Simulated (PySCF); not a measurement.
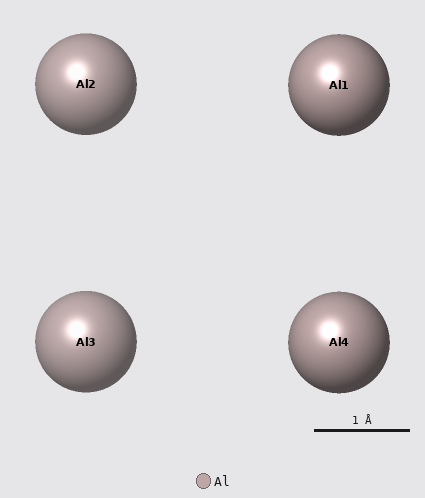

**Figure 1.** The structure as given in the input (ball-and-stick view, seen at a tilt; atoms are numbered from 1 in the order of the input).

# Al4 (charge +1): frequency calculation

Al4, charge +1, multiplicity 2, computed with UKS-based PBE0, Al def2-TZVP; non-relativistic Hamiltonian; density fitting (PySCF 2.14.0).

The program's output
```
init E= -968.973460044134
  alpha nocc = 26  HOMO = -0.353047787165478  LUMO = -0.280071787863633
  beta  nocc = 25  HOMO = -0.359070695049372  LUMO = -0.286470481510027
  HOMO = -0.353047787165  LUMO = -0.28647048151  gap/eV = 1.81166
cycle= 1 E= -968.973460043955  delta_E= 1.79e-10  |g|= 1.29e-05  |ddm|= 3.63e-05
  alpha nocc = 26  HOMO = -0.353048157101222  LUMO = -0.280072143454796
  beta  nocc = 25  HOMO = -0.35907092832583  LUMO = -0.286470849771651
  HOMO = -0.353048157101  LUMO = -0.286470849772  gap/eV = 1.81166
cycle= 2 E= -968.973460043052  delta_E= 9.04e-10  |g|= 2.86e-05  |ddm|= 7.96e-05
  alpha nocc = 26  HOMO = -0.353048025599737  LUMO = -0.280072018050203
  beta  nocc = 25  HOMO = -0.35907080298677  LUMO = -0.286470755502376
  HOMO = -0.3530480256  LUMO = -0.286470755502  gap/eV = 1.81166
cycle= 3 E= -968.973460044196  delta_E= -1.14e-09  |g|= 6.31e-07  |ddm|= 5.48e-05
  alpha nocc = 26  HOMO = -0.353047942116733  LUMO = -0.280071938302611
  beta  nocc = 25  HOMO = -0.359070710159187  LUMO = -0.286470706573223
  HOMO = -0.353047942117  LUMO = -0.286470706573  gap/eV = 1.81166
cycle= 4 E= -968.973460044194  delta_E= 1.82e-12  |g|= 4.96e-07  |ddm|= 1.83e-06
  alpha nocc = 26  HOMO = -0.35304794284929  LUMO = -0.28007193824979
  beta  nocc = 25  HOMO = -0.359070674190372  LUMO = -0.286470736998079
  HOMO = -0.353047942849  LUMO = -0.286470736998  gap/eV = 1.81166
Extra cycle  E= -968.973460044195  delta_E= -1.14e-12  |g|= 5.44e-07  |ddm|= 3.15e-06
converged SCF energy = -968.973460044195  <S^2> = 1.5995097  2S+1 = 2.7199336
```

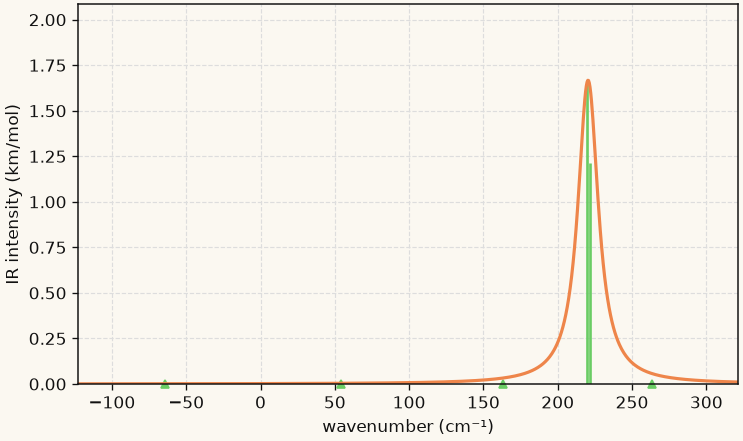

**Figure 2.** Harmonic infrared spectrum, unscaled: sticks (degenerate modes added up, dark ones marked on the axis) with a Lorentzian envelope of 16 cm⁻¹ full width, scaled to the tallest stick; imaginary modes are drawn at negative wavenumbers. 6 modes from 64i to 263 cm⁻¹, 1 imaginary beyond 8i (64i cm⁻¹): not a clean minimum; so soft a mode can be a shallow saddle, an incomplete relaxation or noise of the force constants. The strongest line is at 219 cm⁻¹ (1.7 km/mol). All modes, in cm⁻¹ (km/mol): 64i (0.0), 54 (0.0), 163 (0.0), 219 (1.7), 222 (1.2), 263 (0.0).

This output came from the following input.

Input file
```python
from pyscf import gto, scf, dft
mol = gto.M(atom='''
Al     1.355366     1.355366     0.000000
Al    -1.355366     1.355366     0.000000
Al    -1.355366    -1.355366     0.000000
Al     1.355366    -1.355366     0.000000''',
    basis={'Al': 'def2-TZVP'},
    charge=1, spin=1)
mf = dft.UKS(mol, xc='PBE0')
mf.grids.atom_grid = (75, 302)
aux = {'Al': 'def2-universal-JKFIT'}
mf = mf.density_fit(auxbasis=aux)
mf.conv_tol = 1e-09
mf.diis_space = 10
mf.max_cycle = 60
mf.verbose = 4
mf.kernel()
```

The script is an equivalent of the set-up of the self-consistent field. The run itself was carried out by a driver, which started from the orbitals of the step before it where there was one and computed the further properties.

Command:
```bash
OMP_NUM_THREADS=4 python axn.py task.json out
```

Key numbers

| quantity | value |
| --- | --- |
| outcome | converged |
| total energy | −968.973460 hartree |
| ⟨S²⟩ | 1.600 |
| zero-point energy | 0.002100 hartree |
| wavenumbers, lowest and highest | 64i and 263 cm⁻¹ |
| hardware | 4 threads of Arm Neoverse V1, 24 GiB of memory available, shared host |
| wall time | 60 s (CPU time 3.2 min) |
| peak memory | 1.6 GiB |

Remarks

Checks after the run noted: the SCF density has lower symmetry than the nuclear frame; spin contamination. ⟨S²⟩ is 1.60 against 0.75 for a pure state: the solution is spin-contaminated.
